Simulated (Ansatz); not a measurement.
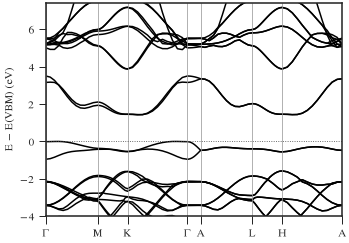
Fig. 1. Band structure from plane-wave PAW PBE (Ansatz code)

Q: Read off the gap and where the band edges lie.

A: About 1.4 eV (1.42 eV by a search for the band edges); maximum on the K–Γ line, 80 % of the way from K, minimum on the K–Γ line, 20 % of the way from K.

The material is ZrO2 in space group P6_3/mmc (No. 194; Zr on 2c, O on 4f).

The cell is a constructed one: a structure type filled with these elements; neither database checked (COD, Materials Project) lists it. It is not the phase usual at ambient conditions (space group No. 14). Symmetry was held in the PBE relaxation; its stability against distortions is not shown here. The run is not spin-polarised. A crystal of weakly bound layers computed without a dispersion correction: the cell and the soft elastic constants depend strongly on that. Spin–orbit coupling is left out wherever it is not named.

Potentials: the later of the program's two PAW sets.
